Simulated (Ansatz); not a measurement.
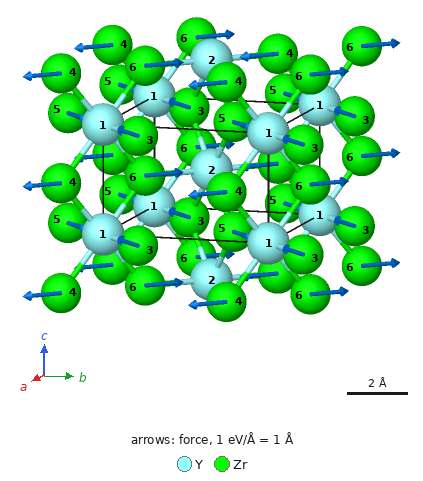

Starting geometry of solid YZr$_{2}$ (built on the rutile_136 type) (coarse preliminary run) with the computed forces as blue arrows. Style: ball-and-stick. Shown: the cell of the calculation, slightly off an axis.

Case: rutile type (P4_2/mnm, No. 136).

Level of theory: DFT PBE, scalar-relativistic, plane waves, PAW (Ansatz 0.2.0). Settings: plane-wave cutoff 420 eV; k-point mesh 4 × 4 × 6; occupations gaussian; smearing width 0.1 eV; no spin polarisation; cell and atoms relaxed; force threshold 0.04 eV/Å; at most 70 steps.

Q: Is this structure relaxed? If not, where do the atoms go?

A: It isn't relaxed: the largest force vector, on Zr atoms, is 1.46 eV/Å. The atoms end up moving mostly along the starting forces (cosine between the two patterns 1.00). After 12 accepted moves (15 points after the start) the energy has fallen by 6.803 eV per cell of the calculation. The largest force component goes from 1 to 0.0027 eV/Å. The pressure goes from 26.41 to 0.00 GPa. The line search rejected the trial step at point 10 of the run. At 2 points the geometry stayed and the basis and grid were re-selected for the new cell (energy shift of 0.246 eV per cell of the calculation at most each time). The largest moves relative to the cell, 0.47 Å, are those of Zr3, Zr4, Zr5 and Zr6. Zr3 goes along [−1 −1 0]. Y stays in place. The drawn cell changes as follows: a = b 5.803 → 7.743 Å (+33.4 %), c 3.738 → 3.046 Å (−18.5 %); the volume changes by +45.1 %. Some distances before and after: Zr3–Zr5 3.184 → 5.196 Å, Zr3–Zr3 3.738 → 3.046 Å, Y1–Y1 3.738 → 3.046 Å, Y1–Zr4 2.455 → 3.012 Å. Bond angles that change, for instance: Y2–Zr3–Y2 99.1° → 60.8°, Zr4–Y1–Zr6 80.9° → 119.2°, Zr4–Y1–Zr4 99.1° → 60.8°. The space group stays P4_2/mnm (No. 136). The run took 2.7 min on 1 thread of Arm Neoverse V1 (shared host), peak memory 0.5 GiB.
